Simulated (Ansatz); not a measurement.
**BH2Br (SMILES BBr) at r2SCAN0/STO-3G**

What is the vertical singlet–triplet gap of BH2Br at r2SCAN0/STO-3G? 

The results are computed with Ansatz 0.2.0.

61 further runs of the same task are left out: 2 that didn't finish, 59 set aside as unsound or not needed.

## 1. The structure to begin with

BH2Br: 4 atoms, total charge 0, spin state singlet. As SMILES, `BBr`. Geometry: relaxed at PBE0-D4/def2-TZVP.

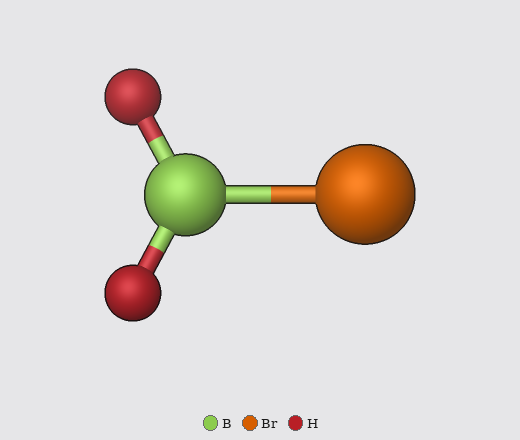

Viewed from a chosen angle; boron green, bromine orange, hydrogen red.

## 2. A single-point energy at r2SCAN0/STO-3G

File job.yaml:

```yaml
crystal:
  periodic: [false, false, false]
  atoms:
    - {symbol: B, position_ang: [-0.153900, 0.025000, -0.096900]}
    - {symbol: Br, position_ang: [1.470100, -0.363400, 0.790800]}
    - {symbol: H, position_ang: [-1.111200, -0.617300, 0.191700]}
    - {symbol: H, position_ang: [-0.149500, 0.895400, -0.905900]}
basis:
  gaussian: {orbitals: STO-3G}
magnetization: {spin_polarized: false}
accuracy: high
hamiltonian: {xc: {name: r2SCAN0}}
```

Launch:

```console
$ ansatz run job.yaml --threads 1 --pin off --max-ram 2610MiB --events-out events.jsonl --progress --plain --runs-dir runs
```

Standard output:

```text
Warning: RAYON_NUM_THREADS=1 ignored (pool sized by the plan → 1); use --threads N
Functional definition: r2SCAN0
  name "r2SCAN0"
  parameter a = 0.25
  parameter k0 = 0.174
  parameter k1 = 0.065
  parameter a1 = 4.9479
  exchange = (1 - a)*r2scan_x(k0 = k0, k1 = k1, a1 = a1) + a*exact_x
  correlation = r2scan_c
344 factors; integrals over basis functions are off by at most 1.7e-8 eV
mean field evaluation 1: about -69984.3298 eV, gradient 1.2e1 eV
mean field evaluation 2: about -69984.3247 eV, gradient 1.2e1 eV
mean field evaluation 4: about -69984.9174 eV, gradient 6.2e-2 eV
mean field evaluation 8: about -69984.8885 eV, gradient 2.7e-3 eV
mean field -69984.88854899 eV, -2571.8972167141 hartree, gradient 5.1e-8 eV, S^2 0.000000; 0 other end points of the search recorded, 0 dependent functions left out
reference -69984.88854923 eV, -2571.8972167230 hartree; 21, 21 occupied and 4, 4 virtual orbitals, 344 factors
Total energy: -69984.88854923 eV, -2571.8972167230 hartree
```

Wall time 2.3 s (1 thread of Arm Neoverse V2, shared host); peak memory 0.13 GiB.

## 3. The triplet, same level

File in.yaml:

```yaml
crystal:
  periodic: [false, false, false]
  atoms:
    - symbol: B
      position_ang: [-0.153900, 0.025000, -0.096900]
    - symbol: Br
      position_ang: [1.470100, -0.363400, 0.790800]
    - symbol: H
      position_ang: [-1.111200, -0.617300, 0.191700]
    - symbol: H
      position_ang: [-0.149500, 0.895400, -0.905900]
basis:
  gaussian:
    orbitals: STO-3G
magnetization:
  spin_polarized: true
  initial_magnetization: 2
hamiltonian:
  xc: {name: r2SCAN0}
accuracy: high
```

Launch:

```console
$ ansatz run in.yaml --threads 1 --pin off --max-ram 2610MiB --events-out events.jsonl --progress --plain --runs-dir runs
```

Standard output:

```text
Warning: RAYON_NUM_THREADS=1 ignored (pool sized by the plan → 1); use --threads N
Functional definition: r2SCAN0
  name "r2SCAN0"
  parameter a = 0.25
  parameter k0 = 0.174
  parameter k1 = 0.065
  parameter a1 = 4.9479
  exchange = (1 - a)*r2scan_x(k0 = k0, k1 = k1, a1 = a1) + a*exact_x
  correlation = r2scan_c
344 factors; integrals over basis functions are off by at most 1.7e-8 eV
mean field evaluation 1: about -69979.1070 eV, gradient 8.7e0 eV
mean field evaluation 2: about -69979.0593 eV, gradient 8.6e0 eV
mean field evaluation 4: about -69979.9803 eV, gradient 8.8e-2 eV
mean field evaluation 8: about -69979.9575 eV, gradient 2.7e-3 eV
mean field evaluation 16: about -69979.9575 eV, gradient 4.3e-6 eV
mean field -69979.95750686 eV, -2571.7160042583 hartree, gradient 4.3e-8 eV, S^2 2.002638; 2 other end points of the search recorded, 0 dependent functions left out
reference -69979.95750735 eV, -2571.7160042761 hartree; 22, 20 occupied and 3, 5 virtual orbitals, 344 factors
Total energy: -69979.95750735 eV, -2571.7160042761 hartree
```

Wall time 5.4 s (1 thread of Arm Neoverse V2, shared host); peak memory 0.21 GiB.

## 4. Outcome

At r2SCAN0/STO-3G:

```
                                        quantity           value
                           singlet: total energy  -2571.89722 Eh
                           triplet: total energy  -2571.71600 Eh
                                   triplet: ⟨S²⟩           2.003
vertical energy of the triplet above the singlet        4.931 eV
```

At this shape the triplet lies 4.93 eV (476 kJ/mol) above the singlet. In a minimal basis such a difference can be off by several eV, whatever the method.
